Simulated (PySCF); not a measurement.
Al$_{2}$Cl$_{4}$F$_{2}$ ((Cl2Al-mu-F)2)

Input file:

```
{"job": {"kind": "nmr", "xc": "PBE0", "basis": {"default": "pcSseg-1", "Al": "pcSseg-2"}}, "charge": 0, "multiplicity": 1}
Al    -0.737822     1.165649    -0.057687
Cl    -2.787066     0.986362     0.204568
Cl     0.284231     2.940027    -0.379800
F     -0.118206    -0.143093    -1.168011
Al     0.774316    -1.185929     0.035962
Cl     2.825504    -1.023462    -0.225805
Cl    -0.260365    -2.951779     0.361823
F      0.157637     0.126565     1.145250
```

Command:

```sh
OMP_NUM_THREADS=1 python probes_run.py task.json out
```

Geometry: PBE0-D3(BJ)/def2-SVP.

Method: PBE0/pcSseg-1 Al:pcSseg-2, SCF density, gas phase, non-relativistic (PySCF 2.14.0).

> What can the converged electron density and electron localisation function tell about the bonding?

Al–Cl (2.07 Å): ρ at the midpoint is about 0.82 e/Å³; the ELF peaks at about 0.85 in the valence shell of Cl, 0.9 Å from its nucleus, and is about 0.85 at the midpoint.

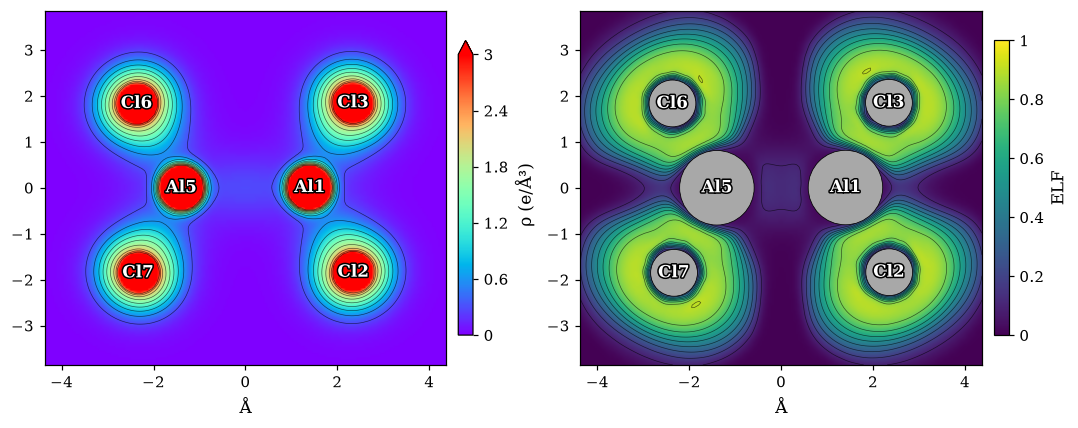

Computed electron density and electron localisation function on the plane of atoms Cl2, Al1 and Cl3, in this order. Grey discs cover the atomic cores in the ELF map. 
